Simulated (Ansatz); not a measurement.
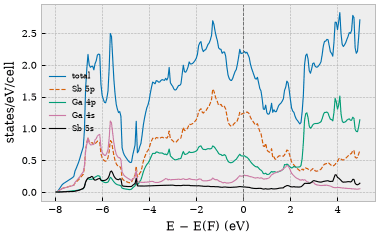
Total and projected density of states of GaSb (NiAs type, P6_3/mmc), DFT-PBEsol in the program Ansatz with PAW potentials

Problem. Which orbitals carry the states next to the Fermi level?

Solution. Within 0.5 eV of the Fermi level: Sb 5p 57 %, Ga 4p 25 %, Ga 4s 11 %. Projections are on Löwdin-orthogonalised atomic valence shells; empty p or d shells of many metals are not among them.

Problem. Where is the tallest occupied peak in this window, and what makes it?

Solution. Near -1.3 eV, about 2.7 states/eV per cell; the largest projected share is Sb 5p.

The start of the workflow was typed in or built on a structure type; neither database checked (COD, Materials Project) lists it. It is not the phase usual at ambient conditions (space group No. 216). The cell was relaxed with PBEsol under the symmetry of its start; of distortions, only those at the zone centre were tested. Scalar-relativistic: spin–orbit coupling is off unless named, which matters more the heavier the elements.

Potentials: the later of the program's two PAW sets.
